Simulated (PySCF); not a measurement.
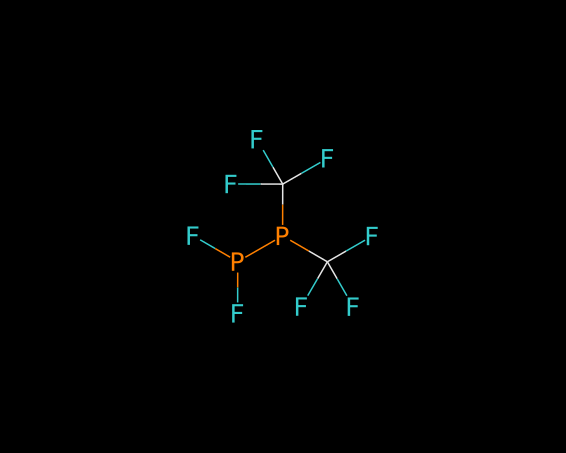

Simulated data, not a measurement (program: PySCF).

Skeletal drawing of a molecule.

**Give its SMILES.**

FP(F)P(C(F)(F)F)C(F)(F)F

**Give the formula, hydrogens included.**

C2F8P2.

**An optimisation with PBE0-D3(BJ)/def2-SVP gave a structure of which point group?**

C1. Other conformers may differ.
